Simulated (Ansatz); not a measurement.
```cif
data_structure
_symmetry_space_group_name_H-M 'P 1'
_symmetry_Int_Tables_number 1
_cell_length_a 5.0419
_cell_length_b 5.0419
_cell_length_c 5.0419
_cell_angle_alpha 90.000
_cell_angle_beta 90.000
_cell_angle_gamma 90.000
_cell_volume 128.17
loop_
_atom_site_label
_atom_site_type_symbol
_atom_site_fract_x
_atom_site_fract_y
_atom_site_fract_z
_atom_site_occupancy
Ga1 Ga 0.50000 0.50000 0.50000 1
Se1 Se 0.00000 0.50000 0.50000 1
Se2 Se 0.50000 0.00000 0.50000 1
Se3 Se 0.50000 0.50000 0.00000 1
```

Space group Pm-3m; a structure generated by program, which may or may not match a known phase; computed without spin polarisation.

Computed with Ansatz, DFT PBE, scalar-relativistic, plane waves, PAW.

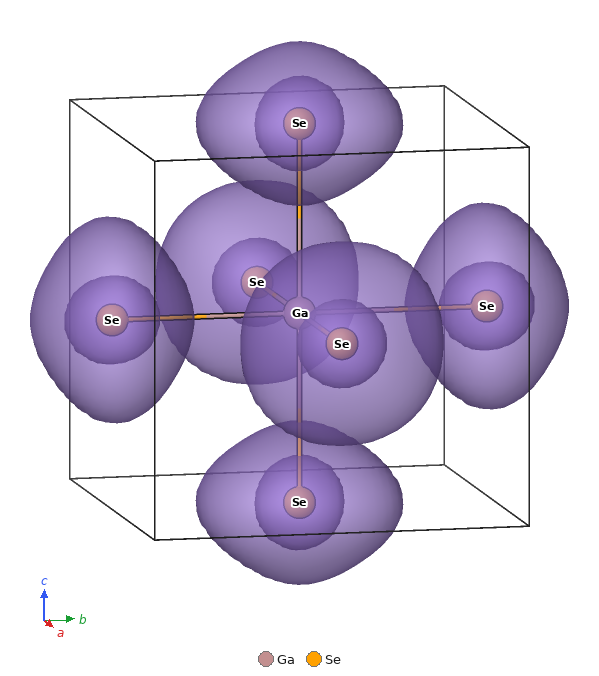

GaSe3. Isosurface of the electron localisation function at 0.7 (purple), seen slightly off an axis. Core shells and regions of very low density are left out. Sticks mark near contacts.

Core electrons are frozen (PAW), and the valence fields are smoothed inside the atomic spheres.

Identify the bonds, lone pairs and shells in this picture.

The surface consists of three regions wrapped around Se (the valence shell of each), counted in one cell of 4 atoms. Regions shared between cells count once. Along the contacts the grid gives the following. Ga–Se (2.52 Å): the ELF is about 0.55 at the midpoint.
